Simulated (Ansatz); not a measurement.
The figure comes from a scan of BaTiO₃ (space group Amm2): a phonon pattern at R = (0.5, 0.5, 0.0) is frozen into a 10-atom cell, Q being the largest atomic displacement. Level of theory: LDA (plane waves to 420 eV, PAW, scalar-relativistic; Ansatz, a program for electronic structure). k mesh 8×8×8 (Γ-centred), Fermi-Dirac smearing 0.05 eV. BaTiO3 is run without spin polarisation. BaTiO3 was relaxed with its symmetry unable to fall. This is one of several known forms of BaTiO3; the measured ambient cells at hand have space group No. 99. 

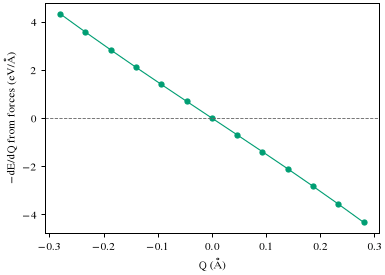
−dE/dQ from forces (eV/Å) against Q (Å); markers are the computed points, lines only join them.

Task: Turn the plot into a table (rounded to what can be read).

Result: To the nearest 0.2:

| Q (Å) | −dE/dQ from forces (eV/Å) |
|---|---|
| -0.280 | 4.4 |
| -0.233 | 3.6 |
| -0.187 | 2.8 |
| -0.140 | 2.2 |
| -0.093 | 1.4 |
| -0.047 | 0.6 |
| 0.000 | 0.0 |
| 0.047 | -0.6 |
| 0.093 | -1.4 |
| 0.140 | -2.2 |
| 0.187 | -2.8 |
| 0.233 | -3.6 |
| 0.280 | -4.4 |

(For displaced atoms, the force is minus the slope of the energy, and its curvature is a force constant, which sets phonon frequencies.)
